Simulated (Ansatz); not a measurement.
**C2H6F2Ge (SMILES [CH3][Ge]([CH3])([F])[F]): density, localisation and related maps**

Input

```
crystal:
  periodic: [false, false, false]
  atoms:
    - {symbol: C, position_ang: [-1.558314, 0.465037, 0.527930]}
    - {symbol: Ge, position_ang: [0.155810, 0.441357, -0.350251]}
    - {symbol: C, position_ang: [1.388463, -1.016899, -0.097182]}
    - {symbol: F, position_ang: [-0.124615, 0.603496, -2.056386]}
    - {symbol: F, position_ang: [0.983222, 1.909020, 0.070675]}
    - {symbol: H, position_ang: [-2.088204, 1.374972, 0.246107]}
    - {symbol: H, position_ang: [-1.427396, 0.448689, 1.610484]}
    - {symbol: H, position_ang: [-2.148774, -0.400438, 0.225209]}
    - {symbol: H, position_ang: [1.660137, -1.102259, 0.955547]}
    - {symbol: H, position_ang: [2.287429, -0.826699, -0.683588]}
    - {symbol: H, position_ang: [0.937640, -1.953178, -0.428044]}
basis:
  gaussian: {orbitals: def2-TZVPP}
hamiltonian: {xc: pbe0, dispersion: d4}
output: {orbitals: {seedname: orbitals}}
```

Command:

```sh
ansatz run in.yaml --threads 4 --pin off --events-out ev --progress --plain --max-ram 10444MiB
```

Geometry: PBE0-D4/def2-TZVP.

All numbers below come from Ansatz, RKS PBE0-D4/def2-TZVPP.

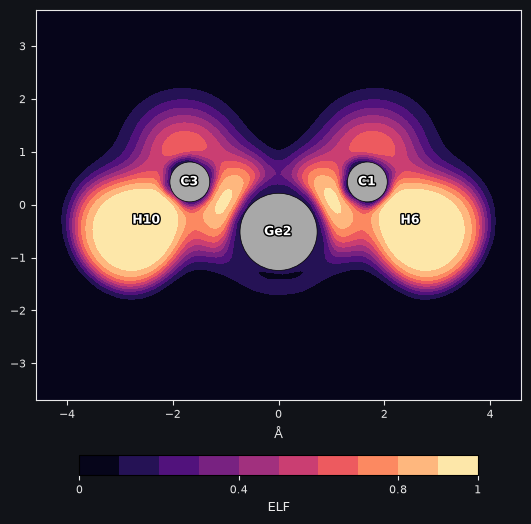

Figure 1. Electron localisation function on the plane of atoms C1, Ge2 and C3. Grey discs cover the atomic cores.

What does the map show?

- The section cuts through C, Ge and H sites.
- C–Ge (1.93 Å): the ELF peaks at about 0.95 between the atoms (a shared electron pair).
- C–H (1.09 Å): the ELF climbs to about 1 towards the hydrogen, as it does in any bond to H (an ordinary covalent bond to hydrogen).

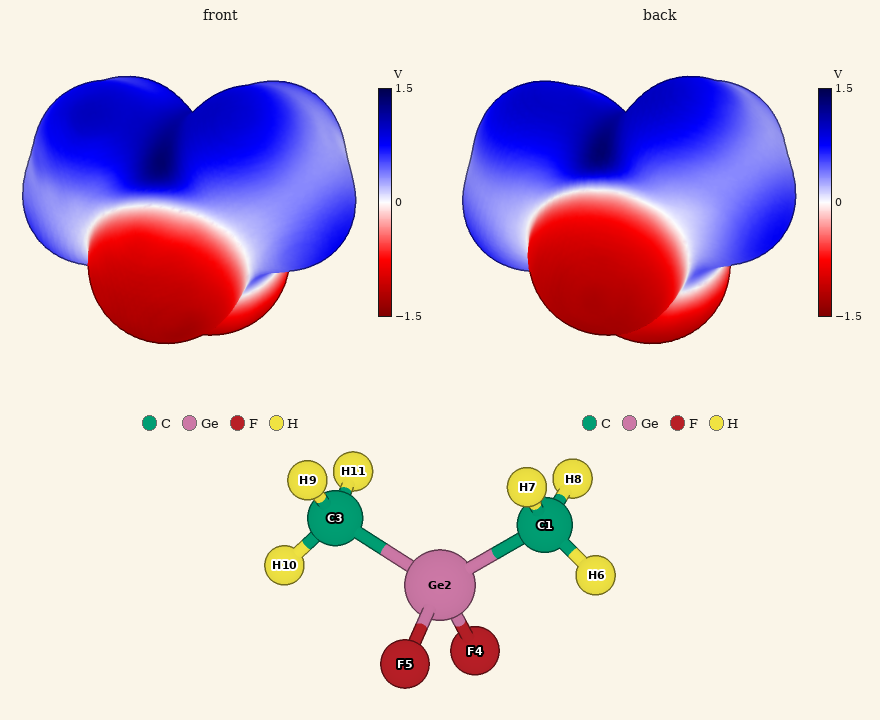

Figure 2. The electrostatic potential painted on the density surface at 0.001 e/bohr³, seen from the front and from behind; red is negative and blue positive. The bare structure is drawn below in the same view.

Where is the surface potential most negative and most positive?

The most negative region (about −1.3 V, or −30 kcal/mol for a unit charge) lies over F4 and F5, the most positive (about +1.3 V, or +30 kcal/mol for a unit charge) over Ge2.

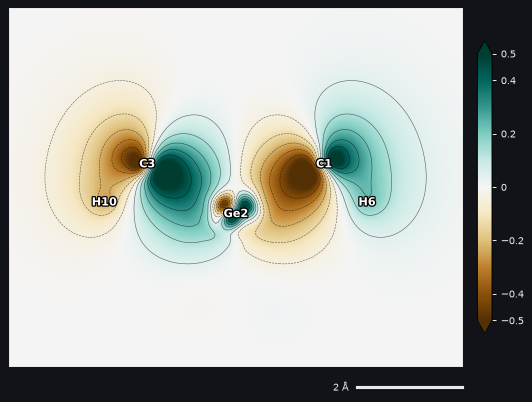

Figure 3. The HOMO on the plane of atoms C1, Ge2 and C3 (values in Å⁻³ᐟ²; the overall sign is arbitrary).

Describe this orbital and give its energy.

Its weight (Hirshfeld) is mainly on C1 (about 25 %), C3 (about 25 %), Ge2 (about 20 %), F4 (about 10 %) and F5 (about 10 %). Its energy is −8.99 eV.
